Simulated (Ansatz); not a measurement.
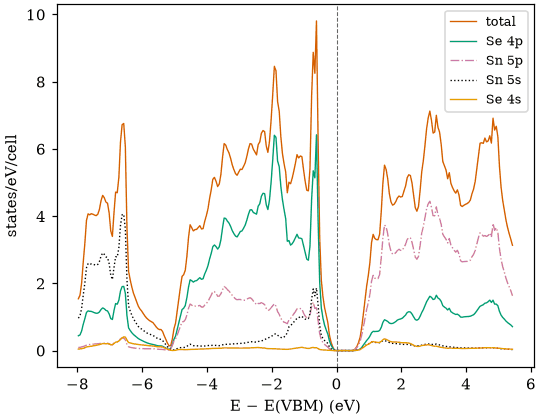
Figure: Total and projected density of states of SnSe in space group Pnma (No. 62; Sn on 4c, Se on 4c), DFT-PBE+D3(BJ) in the program Ansatz with PAW potentials

### Question
Which orbitals carry the states next to the gap?

### Answer
Top 1 eV of the valence band: Se 4p 60 %, Sn 5s 20 %, Sn 5p 16 %. Bottom 1 eV of the conduction band: Sn 5p 65 %, Se 4p 16 %, Se 4s 8 %, Sn 5s 8 %. Projections are on Löwdin-orthogonalised atomic valence shells; empty p or d shells of many metals are not among them.

### Question
Where is the tallest occupied peak in this window, and what makes it?

### Answer
Near -0.6 eV, about 9.8 states/eV per cell; the largest projected share is Se 4p.

The cell was relaxed with PBE+D3(BJ) under the symmetry of its start. Scalar-relativistic: spin–orbit coupling is off unless named, which matters more the heavier the elements.

Potentials: the later of the program's two PAW sets.
